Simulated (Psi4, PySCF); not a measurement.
Two rigid molecules brought together: HCl ··· C3H6 (SMILES Cl and C1CC1), singlet. Monomers: optimised at B3LYP-D3(BJ) (def2-TZVP), held rigid. Orientation: lowest of the rigid-body minima from ten starts at GFN2-xTB. Only R, the distance of the centres of mass, is varied, so the lowest point isn't the relaxed dimer.

Geometry at R = 3.89 Å (first 2 atoms: monomer A):
```
11

Cl     0.6410     0.0000     0.0000
H     -0.6410     0.0000     0.0000
C     -2.8390    -0.4625    -0.6483
C     -2.8656     0.4495     0.5466
C     -4.1540    -0.0107    -0.0767
H     -2.5449    -1.4921    -0.4958
H     -2.5278    -0.0481    -1.5976
H     -2.5896     0.0369     1.5075
H     -2.5725     1.4810     0.4057
H     -4.7497    -0.7347     0.4626
H     -4.7326     0.7094    -0.6392
```

Levels: PBE/def2-TZVP, counterpoise-corrected (Psi4); HF/aug-cc-pVDZ, counterpoise-corrected (Psi4); RKS-B3LYP/3-21G = restricted B3LYP/3-21G, no counterpoise correction run with PySCF; SAPT0/jun-cc-pVDZ, frozen core (Psi4); RKS-BP86/6-31G* = PySCF with restricted BP86/6-31G*, spherical d, no counterpoise correction.

Interaction energies in kcal/mol (negative: bound); R is the distance of the centres of mass, d the H2···C4 distance.

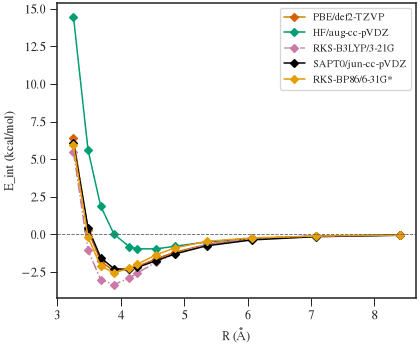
Figure: Interaction energy against separation.

```tsv
R / Å	d / Å	PBE/def2-TZVP	HF/aug-cc-pVDZ	RKS-B3LYP/3-21G	SAPT0/jun-cc-pVDZ	RKS-BP86/6-31G*
3.25	1.74	6.38	14.49	5.49	6.07	5.91
3.48	1.95	0.26	5.61	-1.05	0.45	-0.19
3.68	2.14	-1.80	1.88	-3.01	-1.55	-2.11
3.89	2.33	-2.43	0.01	-3.34	-2.28	-2.55
4.13	2.56	-2.33	-0.82	-2.90	-2.33	-2.26
4.26	2.69	-2.14	-0.97	-2.56	-2.20	-1.98
4.56	2.98	-1.62	-0.96	-1.84	-1.74	-1.35
4.85	3.26	-1.19	-0.79	-1.29	-1.30	-0.90
5.35	3.75	-0.67	-0.51	-0.65	-0.76	-0.47
6.07	4.46	-0.30	-0.26	-0.27	-0.37	-0.24
7.07	5.45	-0.12	-0.12	-0.13	-0.16	-0.12
8.40	6.77	-0.05	-0.05	-0.06	-0.06	-0.05
```

Lowest grid point: PBE/def2-TZVP -2.43 kcal/mol at R = 3.89 Å; HF/aug-cc-pVDZ -0.97 kcal/mol at R = 4.26 Å; RKS-B3LYP/3-21G -3.34 kcal/mol at R = 3.89 Å; SAPT0/jun-cc-pVDZ -2.33 kcal/mol at R = 4.13 Å; RKS-BP86/6-31G* -2.55 kcal/mol at R = 3.89 Å.
